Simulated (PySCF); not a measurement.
**C$_{2}$H$_{2}$FN$_{3}$, SMILES `Fc1cnn[nH]1`: what the electrons do**

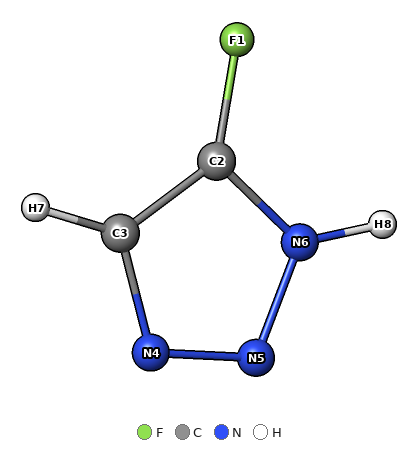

The molecule, with its atoms numbered as below. No frequency check shows the geometry to be a minimum.

Cartesian coordinates (Å):

```
F1      -1.9840   -0.0296    0.0000
C2      -0.6616   -0.0915    0.0000
C3       0.2293   -1.1358    0.0000
N4       1.4626   -0.5900    0.0000
N5       1.3826    0.6786    0.0000
N6       0.0956    1.0296    0.0000
H7       0.0648   -2.1911    0.0000
H8      -0.2015    1.9934    0.0000
```

## 1. Excited states

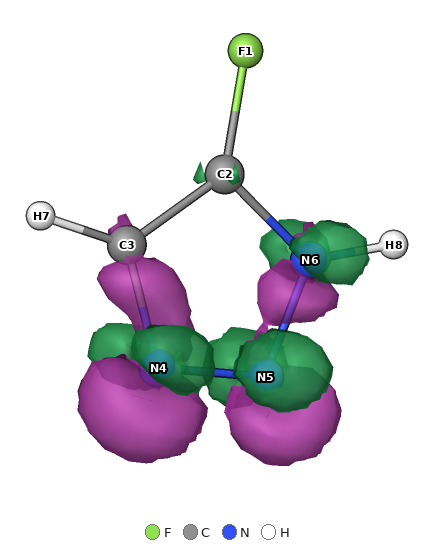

Unrelaxed difference density of T₂ less the ground state (TDA triplet states), ±0.08 e/Å³; green: gain, purple: loss.

PySCF calculation, ωB97X/aug-cc-pVDZ, gas phase; geometry: GFN2-xTB.

Question: How does the charge move on excitation?

Answer: 0.63 e is displaced in all, of which about 0.1 e passes between atoms: N4 (0.13 e) loses electrons and N6 (0.07 e) and C2 (0.05 e) gain them. The state: 4.97 eV (249 nm), spin-forbidden from the singlet ground state, n → π*; the leading pair carries 99 %; hole on N4 (44 %), N5 (34 %) and N6 (8 %), electron on N5 (35 %), N4 (31 %) and N6 (15 %); their centroids lie 0.5 Å apart.

## 2. In an electric field

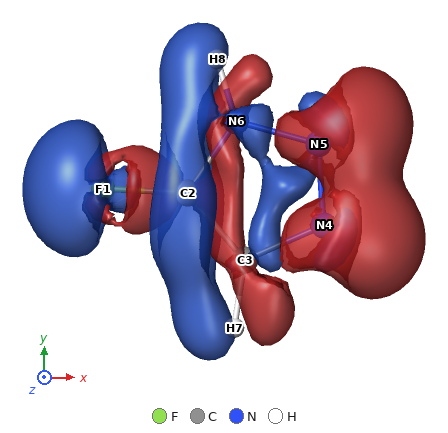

Change of the electron density in a uniform field of 0.41 V/Å, surfaces at ±0.002 e/Å³ (blue: gain, red: loss).

PySCF calculation, LDA (SVWN)/aug-cc-pVDZ, gas phase; geometry: GFN2-xTB.

Question: Along which Cartesian direction does the field point?

Answer: Along +x: electrons gather on the −x side, against the field.

Question: What dipole is induced, and what polarisability does it imply?

Answer: The induced dipole is 1.07 D (along the field); α along this axis, from the fields in both directions, is 53 bohr³ (7.9 Å³).

Question: Which atoms gain and lose the most charge?

Answer: Electrons gather most on F1 (Hirshfeld charge changes by −0.025 e) and leave N5 most (+0.027 e); 0.086 electrons are displaced in all.

## 3. The π system

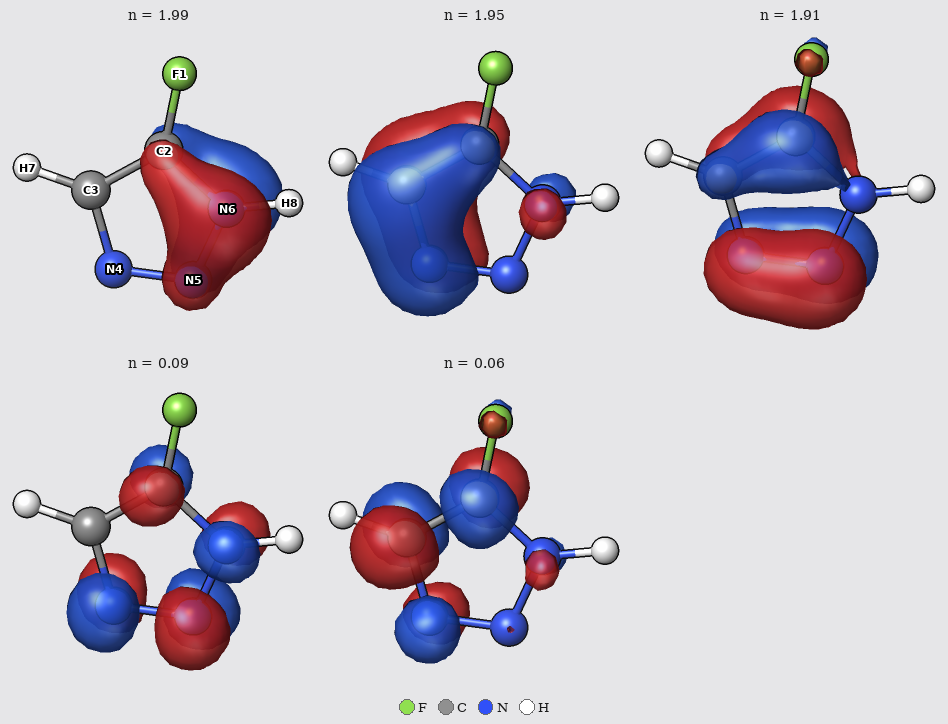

Natural orbitals of the π active space, CASSCF(6,5), singlet state, in order of falling occupation.

Level of theory: def2-SVPD basis (PySCF), at a geometry from GFN2-xTB.

Question: How multiconfigurational is the state?

Answer: The leading determinant weighs 0.93; the effective number of unpaired electrons, Σ n²(2−n)², is 0.08; the most occupied of the weakly occupied orbitals holds 0.09 e, as in an ordinary closed-shell π system. The active space lowers the energy by 1.63 eV against Hartree–Fock.

Question: Where does the lowest triplet lie relative to the singlet, at this geometry and within this active space?

Answer: 5.35 eV above it by strongly contracted NEVPT2 (+4.68 eV by CASSCF); a small basis tends to put such gaps a few tenths of an eV too high. This is a vertical energy for π states alone; a state that uses lone pairs or σ orbitals may lie lower.

The PySCF runs shown took 9.5 min, 37 s and 120 s on 1 thread of Arm Neoverse V2, on a shared host.
